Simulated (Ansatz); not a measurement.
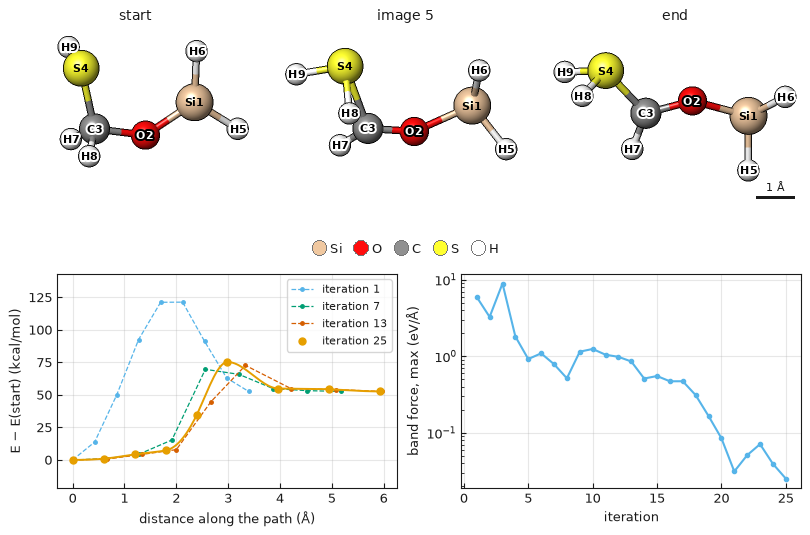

A nudged-elastic-band calculation for CH₅OSSi (charge +1). Images are numbered from 0 (start) to 8 (end). The plot follows the band through its iterations. The picture is a ball-and-stick view, seen face on.

All numbers below come from UKS PBE0-D4/def2-SVP (Ansatz 0.2.0).

The input:
```yaml
crystal:
  periodic: [false, false, false]
  atoms:
    - { symbol: Si, position_ang: [0.0036, 1.40942, -0.996366] }
    - { symbol: O, position_ang: [0.257453, -0.150884, -0.854809] }
    - { symbol: C, position_ang: [0.337846, -1.087204, 0.246753] }
    - { symbol: S, position_ang: [-0.065011, -0.375678, 1.835096] }
    - { symbol: H, position_ang: [0.088698, 1.857354, -2.395292] }
    - { symbol: H, position_ang: [-0.293981, 2.298535, 0.1409] }
    - { symbol: H, position_ang: [-0.310793, -1.930383, -0.02346] }
    - { symbol: H, position_ang: [1.381572, -1.430507, 0.27103] }
    - { symbol: H, position_ang: [-1.399384, -0.590664, 1.776149] }
total_charge: 1
magnetization:
  spin_polarized: true
basis:
  gaussian: { orbitals: def2-SVP }
hamiltonian:
  xc: pbe0
  dispersion: d4
neb:
  order_check: false
  images: 7
  f_tol: 0.03
  max_iterations: 60
  initial_path: linear
  final_atoms:
    - { symbol: Si, position_ang: [-0.35158877, 1.91734122, -1.23828927] }
    - { symbol: O, position_ang: [-0.00313278, 0.70989297, -0.07750785] }
    - { symbol: C, position_ang: [-0.14927387, -0.56538395, 0.10095689] }
    - { symbol: S, position_ang: [0.08523452, -1.07750411, 1.75113404] }
    - { symbol: H, position_ang: [-0.19740864, 1.31013698, -2.58918748] }
    - { symbol: H, position_ang: [0.56480939, 3.02218536, -0.87077033] }
    - { symbol: H, position_ang: [-0.28893078, -1.2926251, -0.70528797] }
    - { symbol: H, position_ang: [1.15990934, -1.93458293, 1.73584171] }
    - { symbol: H, position_ang: [-0.8196184, -2.08947144, 1.89311125] }
```

Run as
```bash
ansatz run input.yaml --threads 2 --pin off --max-ram 3072MiB --backend cpu --events-out ev --progress --plain --runs-dir out
```

> Did the band converge, and can the barrier be trusted?

The run is converged, with reservations. The band converged in 25 iterations. The largest component of the band force went from 6 to 0.025 eV/Å. The climbing image converged on the top of the path. Its curvatures weren't checked. The straight starting path can push atoms close together and costs iterations. The first iteration put the highest image at 121.3 kcal/mol. The energy climbs by 75.3 kcal/mol to image 5 and then falls by 22.6 kcal/mol, so the end point sits at +52.7 kcal/mol.
